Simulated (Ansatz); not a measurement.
A series of calculations on Si$_{2}$H$_{6}$

Part 1: Relaxation

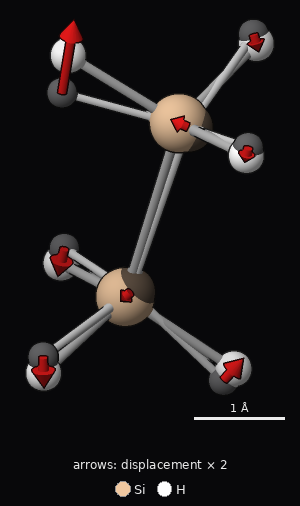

A relaxation of Si₂H₆. The starting structure is drawn faded, the final one solid; red arrows show the displacements, magnified 2 times. The two geometries are superimposed by the best rigid fit.

A ball-and-stick model, seen from a free direction.

The run prepares an end point of a later path (reaction) calculation, from a guessed geometry.

These are results of RKS r2SCANh/def2-SVP in Ansatz, not measurements. (no spin polarisation; force threshold 0.03 eV/Å; at most 50 steps)

Q: Which element moves most?

A: Hydrogen: up to 0.48 Å, against 0.11 Å for silicon.

Q: What did the optimiser do to the structure, and how much energy did it gain?

A: An H atom moves most after the best rigid fit: 0.48 Å. Largest moves by element: H 0.48 Å, Si 0.11 Å. Among the contacts that change: Si–Si 2.243 → 2.345 Å, H–Si 1.465 → 1.492 Å, H–Si 1.487 → 1.492 Å. Bond angles that change, for instance: Si–Si–H 90.1° → 109.6°, Si–Si–H 119.2° → 110.8°, Si–Si–H 116.5° → 110.5°. The energy falls by 0.219 eV in 3 geometry steps. The largest force component goes from 1.4 to 0.015 eV/Å. Cost: 13 s on 1 thread of Arm Neoverse V1, on a shared host, peak memory 0.13 GiB.

Part 2: Relaxation

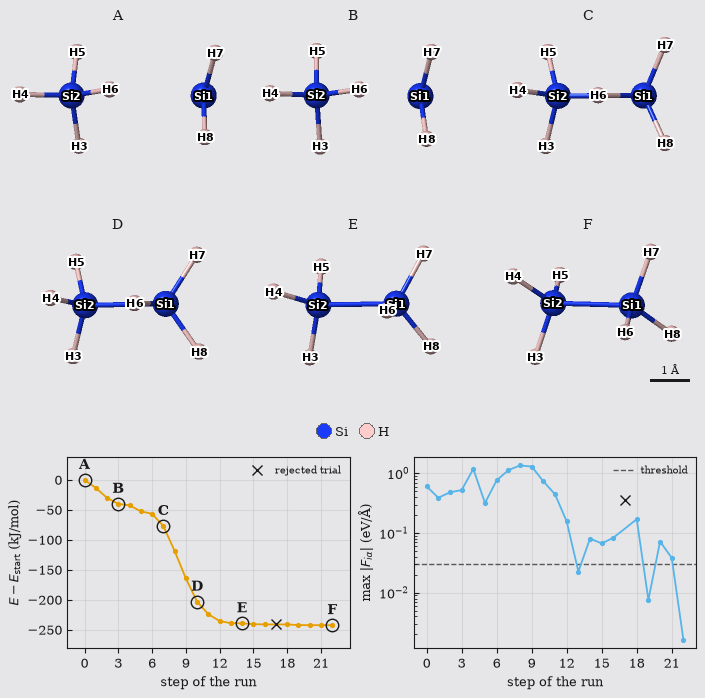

Frames of a relaxation of Si2H6, marked on the history of the run. Style: ball-and-stick. Shown at a tilt.

The run prepares an end point of a later path (reaction) calculation, from a guessed geometry.

The calculation used RKS r2SCANh/def2-SVP in Ansatz 0.2.0.

Input
```yaml
crystal:
  periodic: [false, false, false]
  atoms:
    - { symbol: Si, position_ang: [-0.973346, 0.456818, -0.134214] }
    - { symbol: Si, position_ang: [1.490957, -0.098923, 2.173038] }
    - { symbol: H, position_ang: [0.436666, -0.901772, 2.842201] }
    - { symbol: H, position_ang: [2.834553, -0.590103, 2.587432] }
    - { symbol: H, position_ang: [1.340665, 1.340862, 2.506296] }
    - { symbol: H, position_ang: [1.430696, -0.273665, 0.708144] }
    - { symbol: H, position_ang: [-0.182004, 1.031264, -1.310475] }
    - { symbol: H, position_ang: [-0.855989, -0.964481, -0.678522] }
basis:
  gaussian: { orbitals: def2-SVP }
hamiltonian:
  xc: r2scanh
relax:
  f_tol: 0.03
  max_steps: 50
```

Run as
```bash
ansatz run input.yaml --threads 1 --pin off --max-ram 2048MiB --backend cpu --events-out ev --progress --plain --runs-dir out
```

**Describe the path.**

The atom that moves furthest after the best rigid fit is H6 (1.84 Å). By element the largest moves are H 1.84 Å, Si 1.35 Å. Among the contacts that change: Si2–H6 1.477 → 3.184 Å, Si1–H6 2.650 → 1.493 Å, Si1–Si2 3.421 → 2.344 Å, Si1–H7 1.530 → 1.493 Å. New bonds form, among them: Si1–H6 (2.65 → 1.49 Å), Si1–Si2 (3.42 → 2.34 Å). Bonds break, among them: Si2–H6 (1.48 → 3.18 Å). Among the angles between lasting bonds that change: H7–Si1–H8 92.0° → 108.7°. After 21 accepted moves (22 points after the start) the energy has fallen by 242.2 kJ/mol. The largest force component goes from 0.61 to 0.0016 eV/Å. The line search rejected the trial step at point 17 of the run. The forces were under the threshold at step 13, but the run went on from there. Cost: 62 s on 1 thread of Arm Neoverse V1 (shared host), peak memory 0.13 GiB. From step 0 to 3: Si and H atoms move most (0.49 Å), energy −39.9 kJ/mol. From step 3 to 7: H6 moves most (0.45 Å), energy −37.0 kJ/mol. From step 7 to 10: H6 moves most (0.58 Å), energy −126.2 kJ/mol. From step 10 to 14: H6 moves most (0.61 Å), energy −36.1 kJ/mol. From step 14 to 22: H atoms move most (0.44 Å), energy −3.11 kJ/mol.

Limits of the set-up: the start holds two separate molecules, 2.7 Å apart at their closest, whose relative position is a soft coordinate and is computed without a dispersion correction.

Part 3: Path

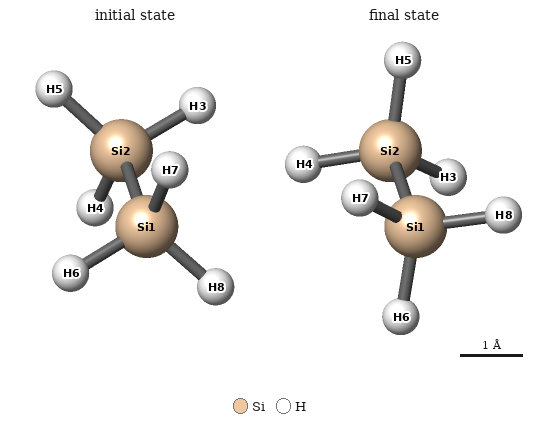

The two relaxed end points of a path for Si₂H₆. Style: ball-and-stick. Shown from a free direction.

Method: Ansatz, RKS r2SCANh/def2-SVP.

Run with 5 movable images; climbing image; force threshold 0.05 eV/Å; iteration limit 60.

Start:
```xyz
8

Si    0.3530    0.0156   -0.0360
Si    1.0197   -0.0172    2.2119
H    -0.1493   -0.2597    3.1075
H     2.0228   -1.1009    2.4278
H     1.6403    1.2902    2.5760
H     1.5474    0.2115   -0.9092
H    -0.6068    1.1324   -0.2787
H    -0.3050   -1.2719   -0.4054
```

End:
```xyz
8

Si    0.3574    0.0138   -0.0370
Si    1.0230   -0.0138    2.2105
H     0.6572   -1.3164    2.8408
H     2.5007    0.1695    2.3128
H     0.3506    1.0872    2.9613
H     1.0641   -1.0588   -0.7971
H     0.6830    1.3328   -0.6551
H    -1.1139   -0.2144   -0.1423
```

### What barrier does the band find between them, and by what path?

The two ends have the same energy, and the highest point, image 3, lies 1.00 kcal/mol above the start. No bond forms or breaks between the ends. The band converged in 9 iterations. The largest component of the band force went from 3.4 to 0.045 eV/Å. The climbing image converged on the top of the path. Its vibrational analysis gives one imaginary mode (127i cm⁻¹), as a transition state must have.

Energies of the converged images:

```csv
image,path (Å),E (kcal/mol)
0,0.00,0.00
1,0.56,0.27
2,1.13,0.74
3,1.69,1.00
4,2.29,0.78
5,2.88,0.29
6,3.47,-0.01
```

The geometry at the top of the path:

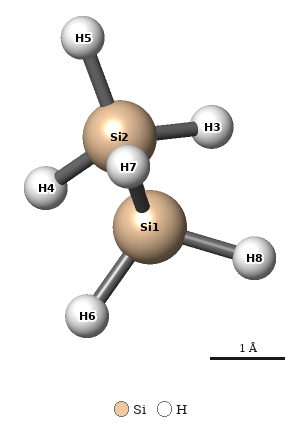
